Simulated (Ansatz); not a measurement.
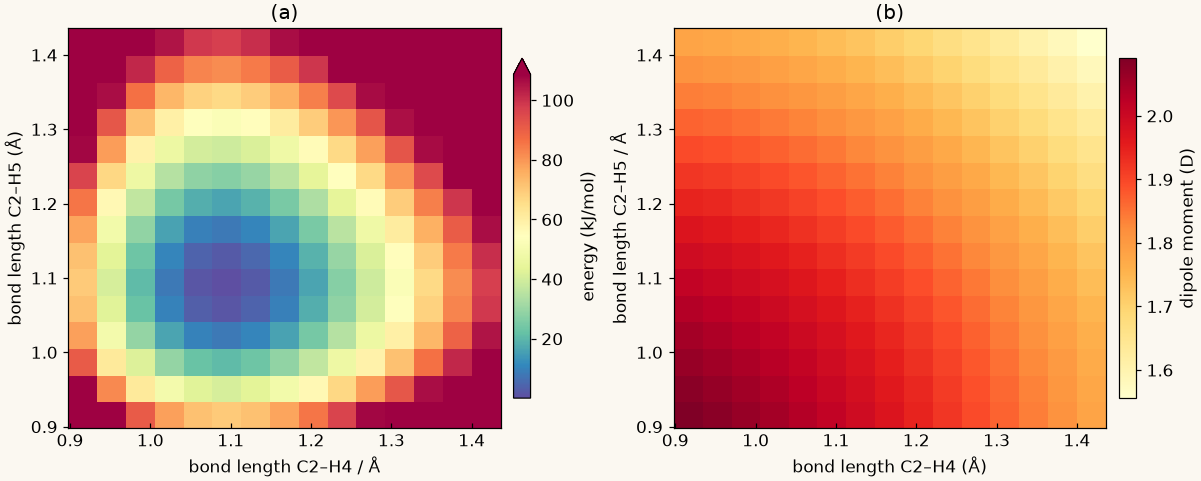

CH₂F₂, SMILES FCF. 
- The first coordinate is: bond length C2–H4; the second: bond length C2–H5.
- Nothing is relaxed (all other coordinates rigid).
- Grid: 15 × 15 points; 120 points were computed and 105 follow by symmetry.
- Energies are in kJ/mol, from the relaxed molecule at the same level.
- Level of theory: Ansatz, RKS CAM-B3LYP-D4/def2-TZVP.

Panel (a) is the energy and panel (b) the computed dipole moment on the same grid.

The picture shows one coloured cell a grid point, one colour for all values above the top of the scale.

How does the dipole moment vary over the map, and what is it at the lowest grid point?

Leaving out the highest fifth of the energies, it runs from 1.70 D at bond length C2–H4 = 1.274 Å, bond length C2–H5 = 1.346 Å to 2.07 D at bond length C2–H4 = 0.952 Å, bond length C2–H5 = 0.952 Å. At the lowest grid point, bond length C2–H4 = 1.095 Å, bond length C2–H5 = 1.095 Å, it is 1.95 D.
